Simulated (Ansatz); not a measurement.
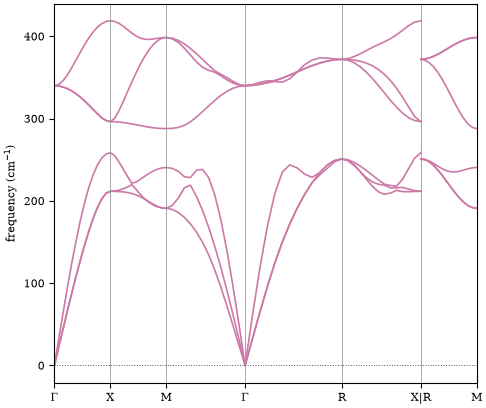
Figure: Phonon dispersion of AlCo (CsCl type, space group No. 221), PBEsol (plane waves, PAW; program Ansatz); imaginary frequencies are drawn negative

### Question
Is this phase dynamically stable?

### Answer
Yes, on this path no branch is imaginary.

### Question
How high does the spectrum reach?

### Answer
About 420 cm⁻¹ (12.6 THz).

Space group Pm-3m (CsCl type). The PBEsol relaxation kept the symmetry of its start. The run is not spin-polarised. As this level gives no gap, phonon frequencies hold no LO–TO term and depend on the k-mesh and smearing (Fermi–Dirac, 0.1 eV here).

Potentials: the earlier of the program's two PAW sets. The files were generated under PBE; for other functionals the program regenerates the frozen cores, and for LDA and PBEsol the local potential too.
